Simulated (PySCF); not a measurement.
C3H11FSi2, SMILES [SiH2](CC[SiH2]F)C, singlet at its GFN2-xTB optimised geometry (Å):

```
17

Si    -1.5287     1.2430     0.0000
F     -2.0439     0.6265     1.4005
C      0.3677     1.2430     0.0000
C      1.0295    -0.0973    -0.3397
Si     0.6874    -1.5147     0.8932
C      0.9532    -0.9084     2.6710
H     -2.0658     2.5985     0.0000
H     -2.1102     0.3805    -1.0183
H      0.7154     1.9947    -0.7147
H      0.7230     1.5738     0.9792
H      2.1102     0.0584    -0.4039
H      0.7127    -0.4078    -1.3374
H      1.6341    -2.5985     0.5837
H     -0.6829    -2.0122     0.7229
H      0.9052    -1.7344     3.3740
H      1.9204    -0.4280     2.7951
H      0.1862    -0.1941     2.9556
```

Computed with PBE0/def2-SVP run with PySCF. Cells within 0.4 Å of a nucleus heavier than hydrogen are left out (blank, or x).

Map of the HOMO amplitude (bohr^(-3/2)) on the plane z = 0.0 Å; orbital energy -8.22 eV, overall sign arbitrary:

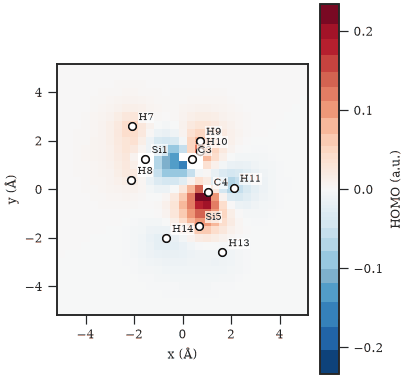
HOMO amplitude (bohr^(-3/2)) on the plane z = 0.0 Å.
